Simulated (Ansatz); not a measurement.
Base system: HgF$_{2}$ in the fluorite structure (space group Fm-3m, No. 225; a = 5.539 Å). Axes: x, y, z lie along the cube axes.

It is then changed as follows: compressive biaxial strain of 1.67 % in the plane normal to [111], as in epitaxy on a mismatched substrate; the out-of-plane cell vector and the atoms relax.

Calculations: PBEsol/PAW in Ansatz (a program for electronic structure), no spin-orbit coupling.

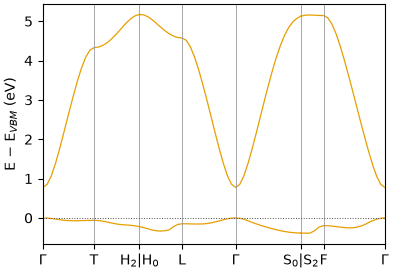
Fig. 1. Highest valence and lowest conduction band along the path of the changed cell's own zone

Problem. Read the changed gap and its character from the plot.

Solution. About 0.8 eV, direct at Γ.

With Hg present, leaving out spin-orbit coupling can change the band edges. Whether these cells are dynamically stable was not tested. k-point labels follow each cell's own Brillouin zone.
